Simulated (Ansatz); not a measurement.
# GaN, response to strain

Start from GaN in the wurtzite structure (space group P6_3mc, No. 186).

```
GaN
1.0
    3.15179     0.00000     0.00000
   -1.57589     2.72953     0.00000
    0.00000     0.00000     5.13834
Ga N
2 2
Direct
  0.33333   0.66667   0.00030
  0.66667   0.33333   0.50030
  0.33333   0.66667   0.37670
  0.66667   0.33333   0.87670
```

Strains are applied to the cell and any free atomic positions relax.

Calculations: Ansatz (a first-principles code) LDA, no spin-orbit coupling.

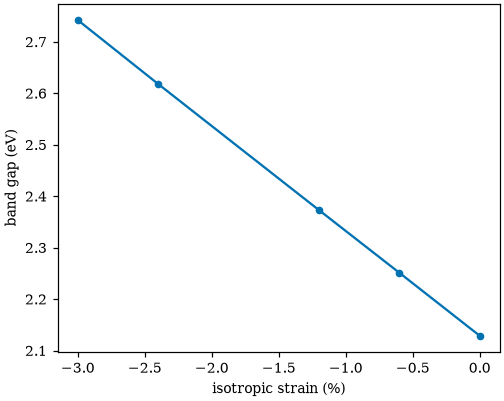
Figure. Band gap against isotropic strain

```
isotropic strain (%)  band gap
--------------------  --------
-3                     2.74 eV
-2.4                   2.62 eV
-1.2                   2.37 eV
-0.6                   2.25 eV
```

Stability against distortions was not tested.
